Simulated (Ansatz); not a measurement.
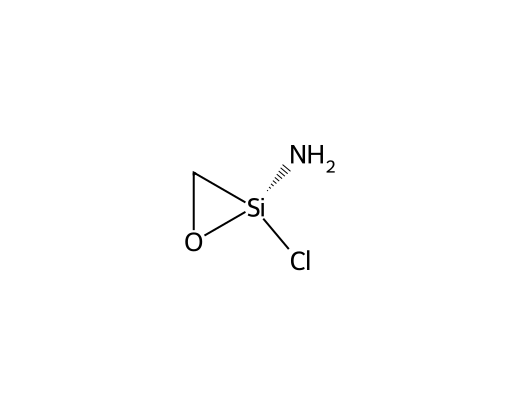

The geometry was computed by an optimisation with PBE0-D4/def2-TZVP. No frequency run is at hand to confirm it as a minimum. Program: Ansatz 0.2.0.

Tabulate HOMO energy (eV), HOMO–LUMO gap (eV) at these levels: B3LYP-D4/def2-TZVPP; PBE-D4/def2-TZVPP; PBE0-D4/def2-TZVPP; r2SCAN-D4/def2-TZVPP; ωB97M-V/def2-TZVPP; ωB97X-V/def2-TZVPP.

```tsv
level	HOMO energy (eV)	HOMO–LUMO gap (eV)
B3LYP-D4/def2-TZVPP	−7.14	7.17
PBE-D4/def2-TZVPP	−5.99	5.41
PBE0-D4/def2-TZVPP	−7.36	7.71
r2SCAN-D4/def2-TZVPP	−6.25	6.19
ωB97M-V/def2-TZVPP	−9.63	11.59
ωB97X-V/def2-TZVPP	−9.76	12.13
```
